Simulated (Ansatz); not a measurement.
Ligand exchange: CH4O + Cd(CH3)(NH2) → H3NO + Cd(CH3)2

Species: CH4O (methanol) `CO`, singlet; Cd(CH3)(NH2), singlet; H3NO (hydroxylamine) `NO`, singlet; Cd(CH3)2 (dimethylcadmium), singlet. The partners trade CH3 for NH2: O–CH3 and Cd–NH2 bonds give way to O–NH2 and Cd–CH3.

Shapes, held fixed at every level: PBE0-D4/def2-TZVP. Flexible molecules stand in one conformer, not always the lowest. Programs: Ansatz 0.2.0. Electronic energies: no zero-point or thermal term.

```tsv
level	kind	ΔE (kJ/mol)	less CCSD(T)/def2-TZVPP
SPW92/def2-TZVPP	LDA	+140.4	-6.3
r2SCAN-D4/def2-TZVPP	meta-GGA	+146.1	-0.6
BHLYP-D4/def2-TZVPP	global hybrid	+152.1	+5.4
MP2/def2-SVP	perturbation theory	+149.0	+2.3
MP2/def2-TZVPP	perturbation theory	+154.3	+7.6
CCSD(T)/def2-SVP	coupled cluster or CI	+142.4	-4.3
CCSD(T)/def2-TZVPP	coupled cluster or CI	+146.7	0.0
```

The highest level, CCSD(T)/def2-TZVPP, gives ΔE = +146.7 kJ/mol; the levels span +140.4 to +154.3. The column of differences is taken from that level and isn't an error. No measured value is set beside it here. For atoms past krypton def2 sets carry core potentials with scalar relativity. Outer-core shells of Cd are correlated in most correlated rows, in sets that cover them unevenly.

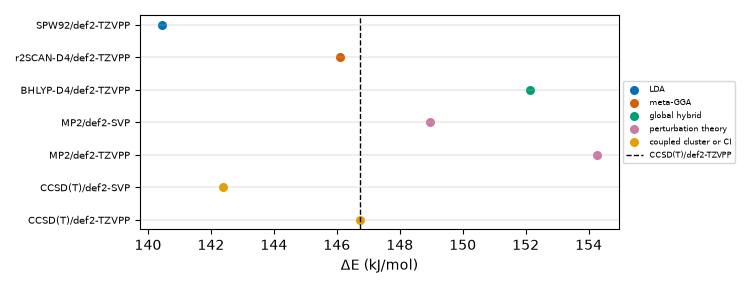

The values of the table, level by level.
